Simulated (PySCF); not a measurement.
| atom | x (Å) | y (Å) | z (Å) |
| --- | --- | --- | --- |
| C | 1.8015 | -1.4331 | -0.9483 |
| Si | 1.4687 | 0.0885 | 0.1187 |
| C | -0.1602 | 0.7944 | 0.5468 |
| C | -1.4202 | 0.3864 | 0.1999 |
| Si | -1.9125 | -1.0874 | -0.8240 |
| C | -0.0272 | 2.0198 | 1.4024 |
| F | 0.6656 | 1.7600 | 2.5510 |
| F | 0.6993 | 2.9953 | 0.7802 |
| H | 2.6395 | -1.2486 | -1.6153 |
| H | 0.9409 | -1.6986 | -1.5521 |
| H | 2.0565 | -2.2933 | -0.3352 |
| H | 2.6401 | 0.7260 | 0.7019 |
| H | -2.2340 | 0.9966 | 0.5755 |
| H | -3.3744 | -1.1652 | -0.8192 |
| H | -1.4495 | -0.9644 | -2.2161 |
| H | -1.3513 | -2.3290 | -0.2712 |
| H | -0.9897 | 2.4645 | 1.6950 |

Geometry: GFN2-xTB.

Computed with PySCF, UKS B3LYP, pcH-1 on C F H Si, non-relativistic, mean-field spin-orbit, GIAO.

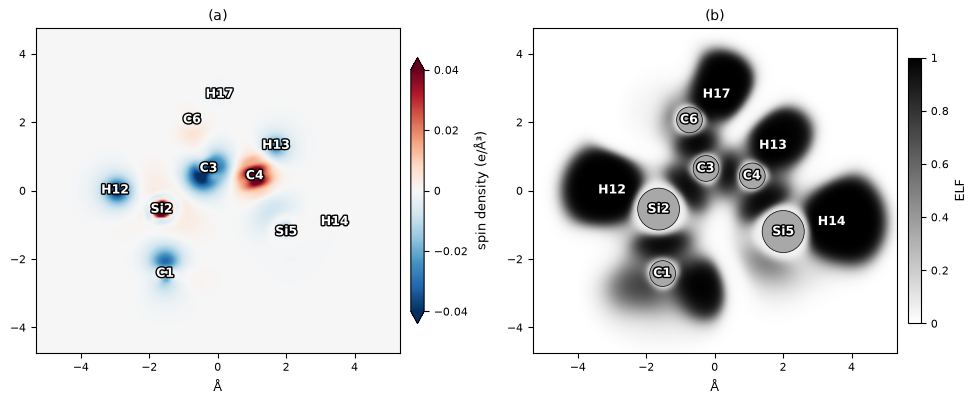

C4H9F2Si2 (doublet). (a) spin density (α minus β); (b) ELF on the plane of atoms Si5, C4 and H13. Grey discs cover the atomic cores in the ELF map.

Read the bonding off the picture.

- The plane passes through C, Si and H nuclei.
- C–C (1.37 Å): the ELF peaks at about 0.95 between the atoms: localised, covalent bonding.
- C–Si (1.83 Å): the ELF peaks at about 0.95 between the atoms; a shared electron pair.
- C–H (1.08 Å): the ELF climbs to about 1 towards the hydrogen, as it does in any bond to H; an ordinary covalent bond to hydrogen.
- C–C (1.50 Å): the ELF peaks at about 0.95 between the atoms; localised, covalent bonding.
- C–Si (1.89 Å): the ELF peaks at about 0.95 between the atoms: a covalent bond.
- The unpaired spin (1 electron) lies mostly on Si2 (about 0.6) and C4 (about 0.3), in electrons by Hirshfeld's partition.
